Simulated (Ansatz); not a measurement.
## Run report: MoN$_{2}$H$_{3}$ClO, single-point calculation

The run: single-point calculation of MoN$_{2}$H$_{3}$ClO. Method and program: RKS PBE-D4/def2-TZVPP (Ansatz 0.2.0).

The geometry comes from this level: PBE0-D4/def2-TZVP. Figures and captions count atoms from 1; the log counts them from 0 in places.

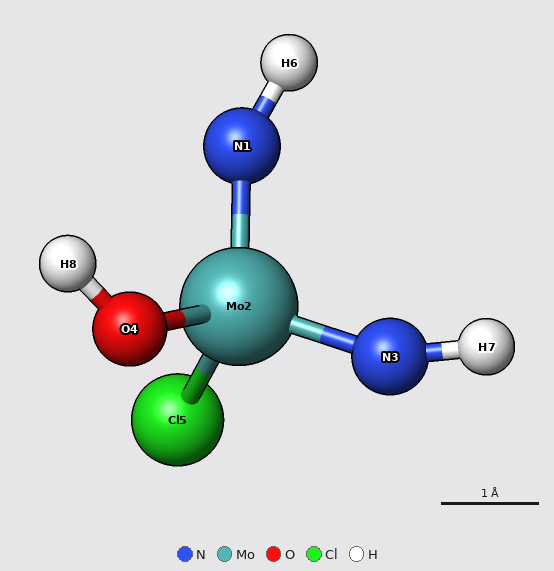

Fig. 1: The structure (ball-and-stick view, seen at a tilt; atoms are numbered from 1 in the order of the input). Sticks mark near contacts. Bond lengths as drawn: Cl–Mo 2.28 Å, H–N 1.01 Å, H–O 0.96 Å, Mo–N 1.72 Å and Mo–O 1.88 Å.

## Input file
```yaml
crystal:
  periodic: [false, false, false]
  atoms:
    - {symbol: N, position_ang: [-1.065226, 0.803639, 0.662345]}
    - {symbol: Mo, position_ang: [0.069973, 0.017065, -0.362096]}
    - {symbol: N, position_ang: [1.639313, 0.095836, 0.330713]}
    - {symbol: O, position_ang: [-0.396230, -1.799731, -0.517031]}
    - {symbol: Cl, position_ang: [0.108553, 1.136206, -2.349677]}
    - {symbol: H, position_ang: [-1.301047, 1.360273, 1.473575]}
    - {symbol: H, position_ang: [2.326307, 0.406786, 1.003937]}
    - {symbol: H, position_ang: [-1.289643, -2.077074, -0.297466]}
basis:
  gaussian: {orbitals: def2-TZVPP}
hamiltonian: {xc: pbe, dispersion: d4}
output: {forces: true, orbitals: {seedname: orbitals}}
```

Machine: 4 CPU threads, shared host.

## Log
```
Functional definition: PBE
  name "PBE"
  cite "Perdew, Burke & Ernzerhof, Phys. Rev. Lett. 77, 3865 (1996) doi:10.1103/PhysRevLett.77.3865"
  parent pbe
  parameter kappa = 0.804
  parameter beta = 0.06672455060314922
  exchange = pbe_x(kappa = kappa, mu = beta*pi^2/3)
  correlation = pbe_c(beta = beta)
1231 factors; their error is unknown
mean field evaluation 1: about -19422.6873 eV, gradient 1.3e2 eV
mean field evaluation 2: about -19149.6315 eV, gradient 3.5e2 eV
mean field evaluation 4: about -19440.1517 eV, gradient 7.6e1 eV
mean field evaluation 8: about -19451.5171 eV, gradient 7.1e0 eV
mean field evaluation 16: about -19451.6040 eV, gradient 8.5e-3 eV
mean field -19451.60395972 eV, -714.8332607489 hartree, gradient 1.6e-5 eV, S^2 0.000000; 0 other end points of the search recorded, 0 dependent functions left out
the calculation of the forces begins
reference -19451.60403204 eV, -714.8332634067 hartree; 28, 28 occupied and 205, 205 virtual orbitals, 1231 factors
Total energy: -19451.84633625 eV, -714.8421679223 hartree
Atom 0 at    -1.065226     0.803639     0.662345 Å, force    -0.590868     0.289652     0.338415 eV/Å
Atom 1 at     0.069973     0.017065    -0.362096 Å, force    -0.213136    -0.077658    -0.812996 eV/Å
Atom 2 at     1.639313     0.095836     0.330713 Å, force     0.756567    -0.077814     0.209198 eV/Å
Atom 3 at    -0.396230    -1.799731    -0.517031 Å, force     0.324962    -0.427731    -0.144340 eV/Å
Atom 4 at     0.108553     1.136206    -2.349677 Å, force     0.006908     0.118527    -0.212070 eV/Å
Atom 5 at    -1.301047     1.360273     1.473575 Å, force    -0.093369     0.188933     0.284487 eV/Å
Atom 6 at     2.326307     0.406786     1.003937 Å, force     0.242469     0.104039     0.230085 eV/Å
Atom 7 at    -1.289643    -2.077074    -0.297466 Å, force    -0.433533    -0.117948     0.107221 eV/Å
Dipole moment:    -0.181024    -0.011216     0.606566 e Å
```

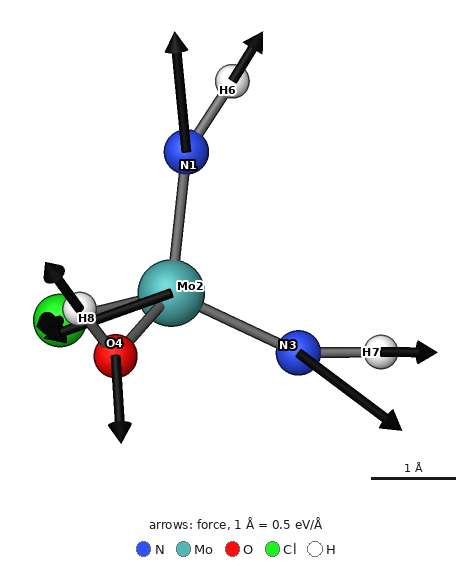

Fig. 2: Forces on the atoms as black arrows (ball-and-stick view, seen at a tilt; atoms are numbered from 1 in the order of the input). The largest act on Mo2 (0.84 eV/Å); N3 (0.79 eV/Å); N1 (0.74 eV/Å); O4 (0.56 eV/Å), among others. The geometry is not a stationary point of this energy.

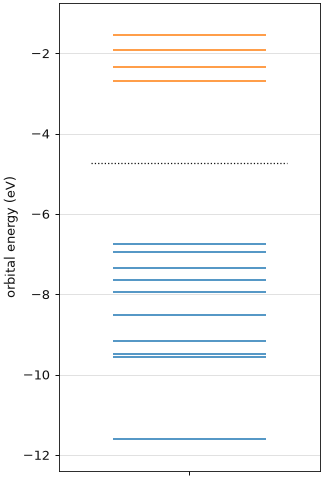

Fig. 3: Orbital energies near the frontier; the dotted line parts filled from empty levels, and levels within 0.02 eV of each other stand side by side. Highest filled −6.74 eV, lowest empty −2.70 eV, 4.04 eV apart.

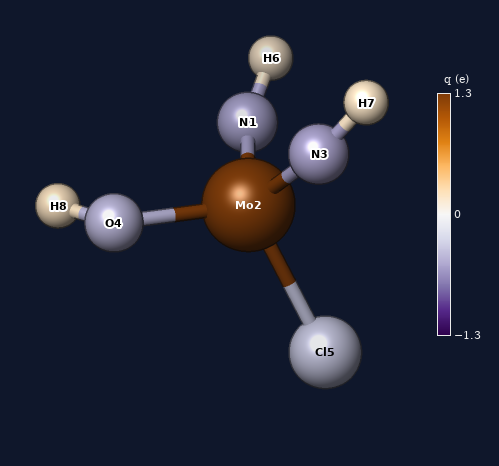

Fig. 4: Mulliken charges, as the colour of each atom (ball-and-stick view, seen at a tilt; atoms are numbered from 1 in the order of the input). By element: N −0.56 to −0.52, Mo +1.27, O −0.46, Cl −0.33 and H +0.19 to +0.21 e.

## Key numbers

| quantity | value |
| --- | --- |
| outcome | converged |
| total energy | −19451.8463 eV |
| mean-field energy | −19451.6040 eV |
| dispersion energy | −0.2423 eV |
| SCF solution under orbital rotations | stable |
| HOMO | −6.74 eV |
| LUMO | −2.70 eV |
| largest force (length of the vector) | 0.844 eV/Å |
| dipole moment | 3.04 D |
| wall time | 1.6 s (CPU time 5 s) |
| peak memory | 0.33 GiB |
